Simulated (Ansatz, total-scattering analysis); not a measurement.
# From S(Q) to neighbour shells

The sample: aqueous NaCl (30 H2O, 2 Na+ and 2 Cl-; O 31.9, H 63.8, Na 2.1, Cl 2.1 atom %) at 330 K, fixed volume (mean pressure -1.2 GPa), ρ₀ = 0.0973 Å⁻³. The data come from ab initio molecular dynamics with Ansatz (LDA, plane waves, PAW default files, Langevin thermostat, no spin, fixed volume, H with the mass of D). The average runs over 0.90 ps of 94 atoms, so shells between rare elements are rough. Mean temperature 334 K, largest m.s.d. 0.96 Å², energy drift -8 meV an atom (last third less first, no steady trend), Langevin friction 10 ps⁻¹; the first quarter of the run is discarded. Start: last frame of a classical run of this cell at the same density and temperature. So short a stretch relaxes bonds and nearest shells but still remembers its start. It is a liquid as far as so short a run tells. LDA overbinds hydrogen bonds, so O–O contacts come out short and the liquid too structured.

S(Q) is the Faber–Ziman total, Σ ci cj fi fj (Sij − 1)/⟨f⟩² + 1. Below 4 Å⁻¹ the partials are summed on the cell's own reciprocal vectors (from 0.64 Å⁻¹) and folded with a Gaussian of σ = 0.14 Å⁻¹; above it they are transforms of g(r) out to 6.7 Å, tapered over the last 40 %. The fold lowers sharp peaks, and with so few vectors their positions are good to about 0.1 Å⁻¹. X-rays take neutral-atom form factors, neutrons coherent lengths (O 5.8037, H 6.6681, Na 3.63, Cl 9.5792 fm). Hydrogen is taken as deuterium. G(r) = 4πrρ₀[g(r) − 1] carries the resolution of a Lorch-windowed transform up to 20 Å⁻¹. The patterns are simulated, not measured. LDA overbinds hydrogen bonds, so O–O contacts come out short and the liquid too structured. The cell is small: beyond half the box only the part of each shell inside it is counted, and low-Q values rest on few vectors.

```csv
Q (Å⁻¹),X-ray,neutron
0.6,-0.69,0.64
0.9,-0.64,0.34
1.2,-0.40,0.60
1.5,0.08,0.91
1.8,1.13,1.70
2.1,1.20,1.60
2.4,1.14,1.14
2.7,1.56,1.02
3.0,1.52,0.83
3.3,1.05,0.71
3.6,0.79,0.84
3.9,0.65,0.95
4.2,0.76,0.96
4.5,0.91,0.88
4.8,0.98,0.80
5.1,1.03,0.78
5.4,1.07,0.83
5.7,1.06,0.90
6.0,1.00,0.96
6.3,0.96,1.00
6.6,0.96,1.02
6.9,0.97,1.04
7.2,0.98,1.07
7.5,1.00,1.09
7.8,1.05,1.12
8.1,1.08,1.15
8.4,1.05,1.17
8.7,0.99,1.16
9.0,0.95,1.11
9.3,0.96,1.05
9.6,0.98,0.99
9.9,1.01,0.94
10.2,1.04,0.89
10.5,1.05,0.87
10.8,1.00,0.85
11.1,0.95,0.85
11.4,0.93,0.88
11.7,0.97,0.93
12.0,1.02,0.98
```

G(r):

| r (Å) | X-ray | neutron |
| --- | --- | --- |
| 0.6 | -0.38 | -0.74 |
| 0.7 | -0.32 | -1.00 |
| 0.8 | -0.21 | -0.13 |
| 0.9 | -0.10 | 1.92 |
| 1.0 | -0.11 | 3.08 |
| 1.1 | -0.28 | 1.86 |
| 1.2 | -0.56 | -0.47 |
| 1.3 | -0.86 | -1.59 |
| 1.4 | -1.09 | -1.03 |
| 1.5 | -1.28 | -0.03 |
| 1.6 | -1.47 | 0.44 |
| 1.7 | -1.65 | 0.14 |
| 1.8 | -1.83 | -0.58 |
| 1.9 | -2.00 | -1.00 |
| 2.0 | -2.00 | -0.81 |
| 2.1 | -1.71 | -0.47 |
| 2.2 | -1.29 | -0.39 |
| 2.3 | -0.93 | -0.55 |
| 2.4 | -0.36 | -0.78 |
| 2.5 | 0.66 | -0.95 |
| 2.6 | 1.52 | -0.96 |
| 2.7 | 1.46 | -0.88 |
| 2.8 | 0.62 | -0.74 |
| 2.9 | 0.10 | -0.46 |
| 3.0 | 0.35 | -0.05 |
| 3.1 | 0.75 | 0.34 |
| 3.2 | 0.70 | 0.59 |
| 3.3 | 0.28 | 0.70 |
| 3.4 | -0.16 | 0.70 |
| 3.5 | -0.36 | 0.67 |
| 3.6 | -0.28 | 0.68 |
| 3.7 | -0.11 | 0.66 |
| 3.8 | -0.03 | 0.55 |
| 3.9 | 0.00 | 0.39 |
| 4.0 | 0.09 | 0.26 |
| 4.1 | 0.21 | 0.17 |
| 4.2 | 0.32 | 0.15 |
| 4.3 | 0.43 | 0.17 |
| 4.4 | 0.51 | 0.20 |
| 4.5 | 0.54 | 0.23 |
| 4.6 | 0.58 | 0.23 |
| 4.7 | 0.72 | 0.20 |
| 4.8 | 0.82 | 0.15 |
| 4.9 | 0.68 | 0.10 |
| 5.0 | 0.35 | 0.05 |
| 5.1 | 0.04 | 0.00 |
| 5.2 | -0.15 | -0.03 |
| 5.3 | -0.21 | -0.06 |
| 5.4 | -0.19 | -0.08 |
| 5.5 | -0.21 | -0.12 |
| 5.6 | -0.37 | -0.23 |
| 5.7 | -0.50 | -0.38 |
| 5.8 | -0.47 | -0.47 |
| 5.9 | -0.37 | -0.44 |
| 6.0 | -0.33 | -0.36 |

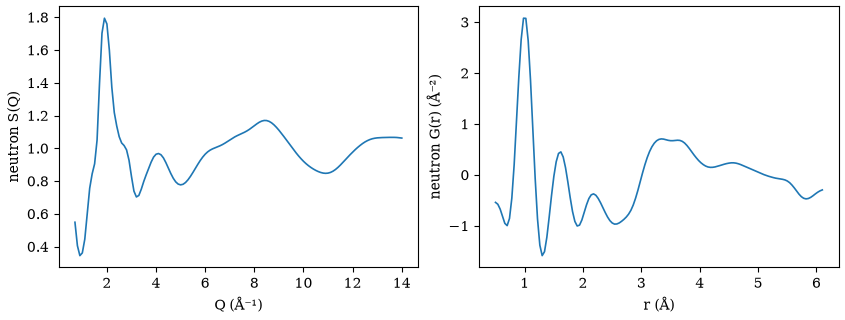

**Question.** Which pairs make the maxima of G(r) below 4.5 Å, and what can the data say of the number of neighbours?

Each pair enters with the weight ci cj fi fj (2 − δij)/⟨f⟩², taking f = Z for X-rays at Q = 0: O–O 0.45 / 0.08; H–H 0.03 / 0.44; O–H 0.23 / 0.39; O–Cl 0.13 / 0.02; O–Na 0.08 / 0.01; H–Cl 0.03 / 0.04; H–Na 0.02 / 0.02; Na–Cl 0.01 / 0.00 (X-ray / neutron).

| radiation | maximum (Å) | G (Å⁻²) | pairs that make it (share of the curvature of G, each pair at the same resolution) |
| --- | --- | --- | --- |
| X-ray | 0.95 | -0.08 | O–H 100 % |
| X-ray | 2.64 | 1.65 | O–O 100 % |
| X-ray | 3.14 | 0.80 | O–Cl 91 % |
| neutron | 1.00 | 3.13 | O–H 100 % |
| neutron | 1.61 | 0.46 | H–H 83 %, O–H 17 % |
| neutron | 2.18 | -0.37 | H–H 75 %, H–Cl 23 % |
| neutron | 3.35 | 0.71 | O–H 60 %, O–O 20 %, H–H 15 % |

The first neutron peak is mostly one pair, so its area estimates the neighbours: ∫ r [G + 4πρ₀r] dr from 0.55 to 1.28 Å is 1.23, and times c(H)/weight = 0.638/0.386 gives 2.0 H around each O; the count from the coordinates is 2.00.

From the coordinates:

```
pair  first peak (Å)  g there  first minimum (Å)  g there                  neighbours               kind
 O–H            1.00     25.4               1.28     0.05    2.0 H per O, 1.0 O per H   within molecules
 H–H            1.59      2.8               1.84     0.41                         1.1   within molecules
H–Cl            2.11      3.4               2.92     0.30  0.2 Cl per H, 6.0 H per Cl  between molecules
O–Na            2.25      5.8               3.02     0.25  0.3 Na per O, 4.7 O per Na  between molecules
 O–O            2.67      2.9               3.12     0.64                         3.2  between molecules
```

Distances within molecules give the sharpest pair functions, and with hydrogen they rule the neutron S(Q) at high Q: O–H 1.00 Å and H–H 1.59 Å (first peaks only). Between molecules or ions, shells with a clear end include O–Na at 2.25 Å (0.3 Na per O, 4.7 O per Na). On the last frame 95 % of the H on O, N or F point at an acceptor of another molecule or at an anion within hydrogen-bond range (2.35 Å to O, N, F; 2.85 Å to Cl, Br, I).

[Logs are printed without paths, hosts, clocks, repeated set-up lines and the standing remarks that a program may print on its own settings, such as how far it seeks lower states.]
